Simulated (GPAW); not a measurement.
The Mg K edge of atom 2 in CsMgF3 (Pm-3m), with 6 F at 2.13 Å (octahedral, site symmetry m-3m), was computed in 2 ways: full core hole (charged cell) and no core hole. Program and functional: GPAW, LDA, Gaussian full width 0.9 eV up to 4 eV, rising linearly to 3.5 eV at 25 eV; cells of 5 and 10 atoms (the run without a hole in the smaller).

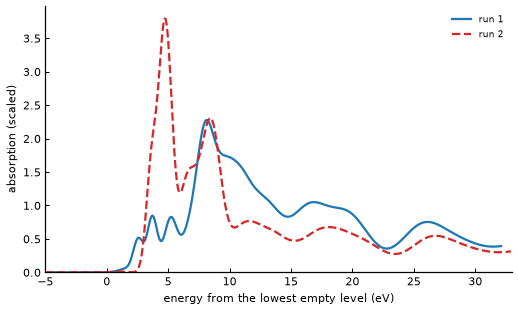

Each run is counted from its own lowest empty level or Fermi level and scaled to a mean of 1 over its first 20 eV.

Question: Which run is which?

Run 1: no core hole (area from −2 to 6 eV 2.5, main maxima 2.6 eV (0.52), 3.7 eV (0.85), 5.2 eV (0.83), 8.1 eV (2.28) and 16.9 eV (1.05)). Run 2: full core hole (charged cell) (area from −2 to 6 eV 7.0, main maxima 4.7 eV (3.80), 8.4 eV (2.31), 11.6 eV (0.77) and 18.1 eV (0.68)). With each curve scaled to its own mean, the area from −2 to 6 eV with the hole is 7.0 against 2.5, and the centre of weight from −1 to 20 eV moves by -2.2 eV: the hole pulls the absorber's empty states down.

[Hosts, paths, dates, database ids (printed as entryN), source tags and the programs' standing remarks are cut or masked in the printed files.]

[Lists of maxima count a maximum above −3 eV only where it reaches 4 % of the highest in the window and stands out from its surroundings by 2 % of it (1.5 % where it reaches 55 %); shoulders and weaker maxima are passed over, and of the rest the first, up to two pre-edge ones and the few strongest are named.]
